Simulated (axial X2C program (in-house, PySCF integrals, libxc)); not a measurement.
## Run report: IZr, relativistic diatomic calculation

System: IZr, single determinant with Ω = 3/2.
Method: HF, two-component X2C with atomic mean-field Coulomb and Gaunt terms, I dyall-cv3z, Zr dyall-cv3z (cores contracted) (axial X2C program (in-house, PySCF integrals, libxc)).

### Summary

- outcome: converged
- bond length rₑ: 2.851 Å
- ωₑ: 191.6 cm⁻¹
- energy at the minimum: −10704.73537 hartree
- depth below the fragments: 2.85 eV
- hardware: 2 threads of Intel Xeon @ 2.50GHz (Skylake/Cascade Lake), 189 GiB of memory available, shared host
- wall time: 37 s (CPU time 74 s)

### Remarks

Hartree–Fock lacks correlation, so it usually binds too weakly.

### Input file
```
{"zs": [53, 40], "q": 0, "bas": ["dyall-cv3z", "dyall-cv3z"], "levels": ["PBE0", "HF", "r2SCAN0", "BHandHLYP", "TPSS"], "cc": true, "r0": 2.87, "thr": -2.0, "nmax": 140}
```

The line is the task of a batch: nuclear charges, charge, bases, the levels to run, a first guess of the distance and further settings. This report covers HF with spin-orbit coupling. The log is that of the reference distance 2.733 Å.

The run was one of a batch that the task file lists, launched with:
```bash
python <driver script> task.json out
```

### Output
```
two-component X2C + atomic mean field  HF
basis functions 285  fitting functions 1364  grid points 5807
iter        total energy     max residual
   1     -10704.694085362     2.69e-01
   2     -10704.729836337     8.88e-03
   3     -10704.731869347     3.83e-03
   4     -10704.732413441     2.29e-03
   5     -10704.732706057     1.66e-03
   6     -10704.732928868     1.27e-03
   7     -10704.733104689     8.69e-04
   8     -10704.733223412     4.30e-04
   9     -10704.733265843     2.71e-04
  10     -10704.733274865     1.76e-04
  11     -10704.733277814     7.01e-05
  12     -10704.733278296     1.66e-05
  13     -10704.733278319     1.48e-05
  14     -10704.733278336     1.30e-05
  15     -10704.733278354     1.06e-05
  16     -10704.733278372     7.36e-06
  17     -10704.733278383     3.45e-06
  18     -10704.733278386     2.66e-06
  19     -10704.733278387     1.93e-06
converged
one-electron -15529.15139273  Coulomb 4713.22609876  exact exchange -293.36787691  xc functional 0.00000000  nuclear repulsion 410.48506665  atomic mean-field constant -5.92517415
correlated 19  virtual 357  natural virtual 140  E(MP2) -0.449439605  MP2 remainder -0.012488258
iter   CCSD correlation   residual
   1     -0.450805492   1.20e-01
   2     -0.458898592   4.75e-02
   3     -0.461223616   2.49e-02
   4     -0.461355122   1.35e-02
   5     -0.461482098   8.33e-03
   6     -0.461592362   4.94e-03
   7     -0.461619851   2.54e-03
   8     -0.461639474   1.13e-03
   9     -0.461624017   5.31e-04
  10     -0.461624783   2.61e-04
  11     -0.461622876   1.37e-04
  12     -0.461623716   7.32e-05
  13     -0.461623680   3.78e-05
  14     -0.461623685   1.95e-05
(T) -0.01732374950016307  T1 0.0358  D1 0.1323  max T2 0.040
```

### The points of the curve

| R (Å) | E (hartree) | dipole (D; origin at the first atom, positive when the second is positive) | highest filled (eV) | lowest empty (eV) |
| --- | --- | --- | --- | --- |
| 2.378 | −10704.682861 | 2.39 | −6.75 | 0.29 |
| 2.487 | −10704.708458 | 2.79 | −6.76 | 0.23 |
| 2.569 | −10704.720812 | 3.12 | −6.79 | 0.18 |
| 2.651 | −10704.728750 | 3.48 | −6.84 | 0.12 |
| 2.733 | −10704.733278 | 3.87 | −6.89 | 0.06 |
| 2.829 | −10704.735299 | 4.35 | −6.97 | −0.01 |
| 2.924 | −10704.734723 | 4.85 | −7.05 | −0.09 |
| 3.047 | −10704.731322 | 5.54 | −7.16 | −0.19 |
| 3.198 | −10704.724585 | 6.42 | −7.29 | −0.32 |
| 3.416 | −10704.712230 | 7.77 | −7.46 | −0.52 |
| 3.717 | −10704.694008 | 9.69 | −7.60 | −0.80 |
| 4.099 | −10704.672420 | 12.21 | −7.41 | −1.16 |

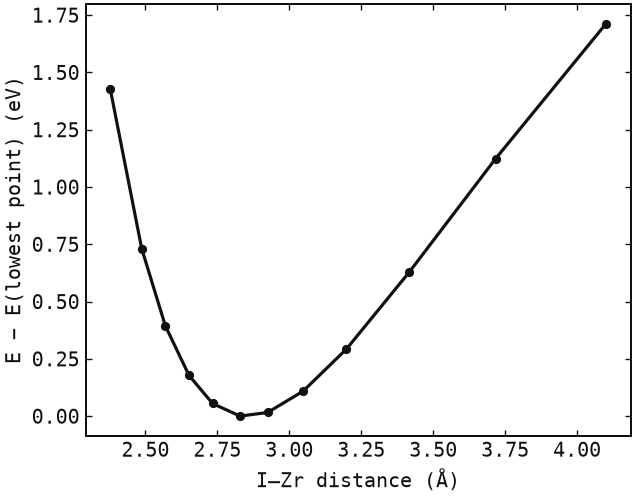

*Energy at 12 bond lengths, for one set of occupations held fixed; the line joins the points.*

A polynomial of degree 6 through 9 points gives rₑ = 2.851 Å, ωₑ = 191.6 cm⁻¹, ωₑxₑ = 0.38 cm⁻¹ and Bₑ = 0.03941 cm⁻¹. The minimum lies 2.85 eV below I + Zr, each computed as one determinant at the same level.

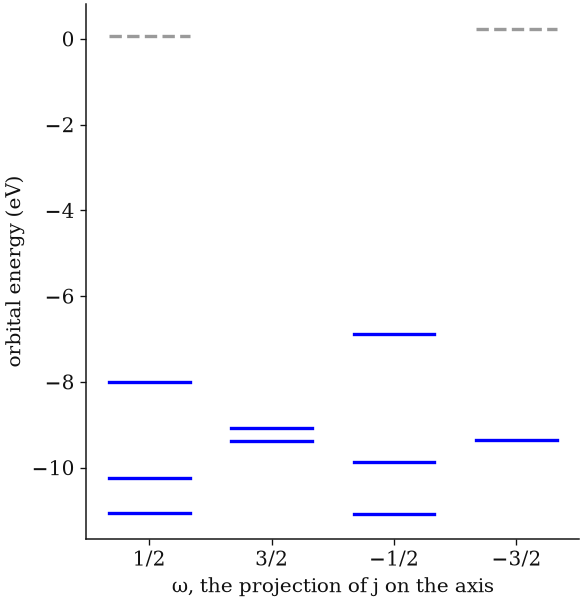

*Orbital energies near the frontier at 2.73 Å, filled (solid) and empty (dashed).*

The highest filled spinor (−1/2; 69 % Zr s, 14 % Zr p) lies at −6.89 eV, the lowest empty one (1/2; 79 % Zr s, 18 % Zr p) at 0.06 eV.
